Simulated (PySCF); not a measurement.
Vertical excitations of a molecule C₂H₅ClOSi from TDA-PBE/def2-SVPD (PySCF), as energy in eV (oscillator strength): 5.49 (0.006), 5.73 (0.004), 6.05 (0.001), 6.52 (0.038), 6.67 (0.012), 6.73 (0.036), 7.04 (0.094), 7.16 (0.122), 7.21 (0.009), 7.38 (0.005). Lowest triplet (TDA): 4.22 eV. The structure is a stationary point at PBE-D3(BJ)/def2-SVP. Other conformers were not sampled.

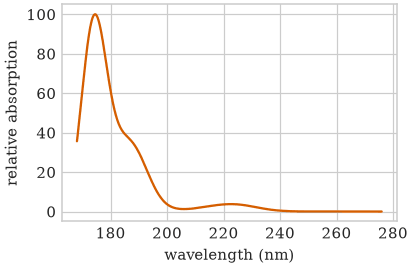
Fig. 1. The lines broadened by 0.4 eV.

### Question
Which molecule gave these data?
A. C=C[Si@H](O)Cl
B. CC(=O)[SiH2]Cl
C. C=C(Cl)[SiH2]O
D. O[SiH2]/C=C/Cl

### Answer
A, C=C[Si@H](O)Cl
